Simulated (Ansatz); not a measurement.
Consider H6Si2···NH3.

The calculation's input:

```
crystal:
  periodic: [false, false, false]
  atoms:
    - { symbol: Si, position_ang: [0.372141, -0.079119, 0.061024] }
    - { symbol: Si, position_ang: [0.175087, -0.122384, 2.308089] }
    - { symbol: H, position_ang: [-0.685996, -1.25141, 2.81182] }
    - { symbol: H, position_ang: [1.511958, -0.324929, 2.982655] }
    - { symbol: H, position_ang: [-0.370437, 1.161179, 2.872928] }
    - { symbol: H, position_ang: [1.819956, -0.227419, -0.346354] }
    - { symbol: H, position_ang: [-0.095938, 1.219391, -0.526058] }
    - { symbol: H, position_ang: [-0.355239, -1.217844, -0.594822] }
    - { symbol: "N", position_ang: [-2.441593, 0.212758, 1.11281] }
    - { symbol: H, position_ang: [-3.035864, -0.46275, 0.618541] }
    - { symbol: H, position_ang: [-2.893164, 1.130949, 1.021254] }
    - { symbol: H, position_ang: [-2.486312, -0.038422, 2.122212] }
basis:
  gaussian: { orbitals: "6-31G*" }
hamiltonian:
  xc: pbe
relax:
  f_tol: 0.03
  max_steps: 50
output:
  orbitals: {}
```

Command:

```sh
ansatz run input.yaml --threads 1 --pin off --max-ram 2048MiB --backend cpu --events-out ev --progress --plain --runs-dir out
```

The fields are those of the run's last geometry, not of the input's.

Theory: Ansatz 0.2.0, RKS PBE/6-31G*.

**What can the converged electron density and electron localisation function tell about the bonding?**

Si2···N9 (3.01 Å): the density falls to about 0.11 e/Å³ on the way; the ELF is about 0.10 at the midpoint.
Si–Si (2.34 Å): ρ is about 0.61 e/Å³ halfway; the ELF peaks at about 1 between the atoms; localised, covalent bonding.
N–H (1.03 Å): the density is about 2.7 e/Å³ at the midpoint; the ELF climbs to about 1 towards the hydrogen, as it does in any bond to H; an ordinary covalent bond to hydrogen.
Si–H (1.51 Å): ρ is about 0.73 e/Å³ halfway; the ELF climbs to about 1 towards the hydrogen.

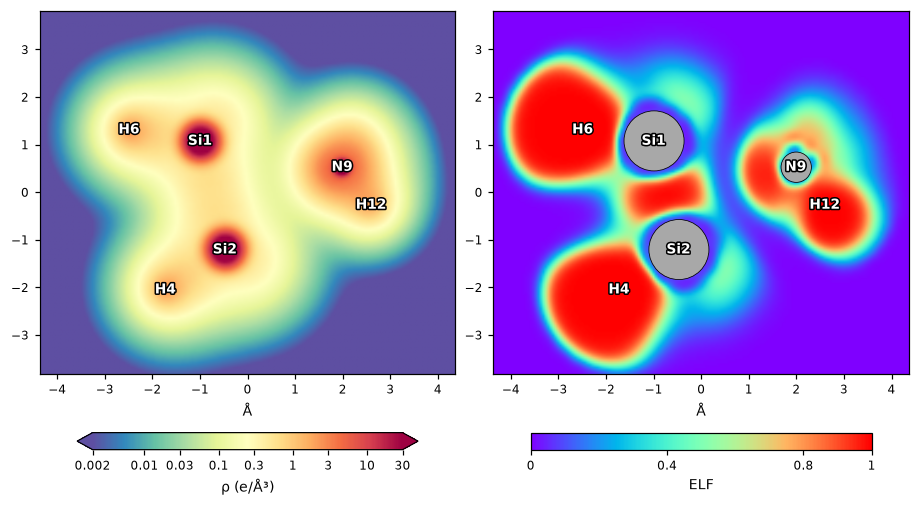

Computed electron density and electron localisation function on the plane of atoms Si1, Si2 and H4, in this order. Grey discs cover the atomic cores in the ELF map. 
